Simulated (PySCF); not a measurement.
**C₆H₁₀BNO: density, localisation and related maps**

```xyz
19

C    -4.3864   -0.2793   -0.3322
C    -2.9760   -0.0113   -0.1243
C    -1.8125    0.2198    0.0527
C    -0.4055    0.4722    0.2633
B     0.4848   -0.8415   -0.1864
O     0.7561   -0.8652   -1.5842
N     1.8979   -0.4665    0.4646
C     2.8615    0.1473    0.5846
C     4.0569    0.9128    0.7499
H    -4.8921   -0.3966    0.6270
H    -4.5114   -1.1964   -0.9087
H    -4.8533    0.5430   -0.8758
H    -0.2483    0.7142    1.3188
H    -0.1093    1.3374   -0.3346
H     0.1714   -1.8650    0.3363
H     0.8685   -1.7491   -1.9257
H     4.5538    1.0082   -0.2155
H     4.7279    0.4193    1.4532
H     3.8064    1.9058    1.1239
```

Geometry: GFN2-xTB.

The calculation used PBE0/pcSseg-1, SCF density, gas phase, non-relativistic (PySCF 2.14.0).

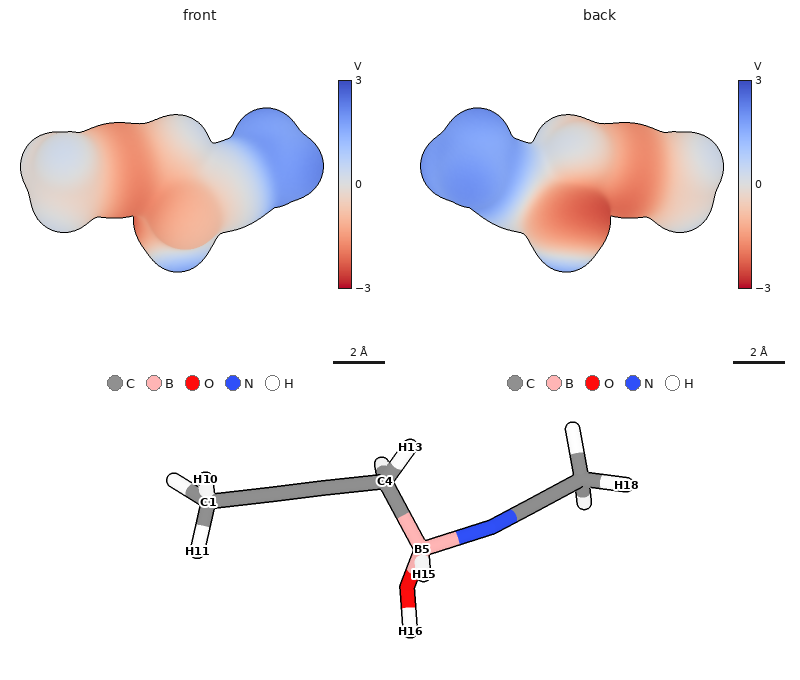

Figure 1. The molecular electrostatic potential painted on the density surface at 0.002 e/bohr³, seen from the front and from behind; red is negative and blue positive. The bare structure is drawn below in the same view.

Question: Which sites attract a positive test charge, and which a negative one?

Answer: A positive charge is drawn to the negative regions and a negative charge to the positive ones. The most negative region (about −2.4 V, or −55 kcal/mol for a unit charge) lies over O6, the most positive (about +2.1 V, or +48 kcal/mol for a unit charge) over H18 and H19. O6 is the likeliest acceptor of a hydrogen bond.

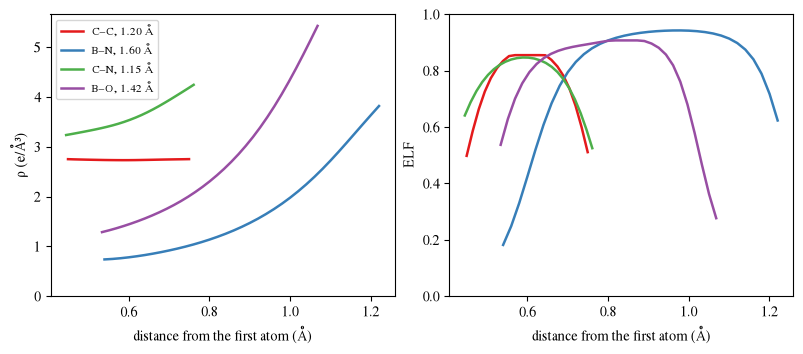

Figure 2. Total electron density and electron localisation function along straight lines between neighbouring atoms. The curves leave out the atomic cores.

Question: What kind of bonding do the profiles show?

Answer: C–C (1.20 Å): the density is about 2.7 e/Å³ at the midpoint; the ELF peaks at about 0.85 between the atoms (a multiple bond).
B–N (1.60 Å): ρ is about 1.1 e/Å³ halfway; the ELF peaks at about 0.95 between the atoms; a polar covalent bond.
C–N (1.15 Å): ρ at the midpoint is about 3.5 e/Å³; the ELF peaks at about 0.85 between the atoms; a multiple bond.
B–O (1.42 Å): ρ is about 1.8 e/Å³ halfway; the ELF peaks at about 0.90 between the atoms, as expected for a polar covalent bond.
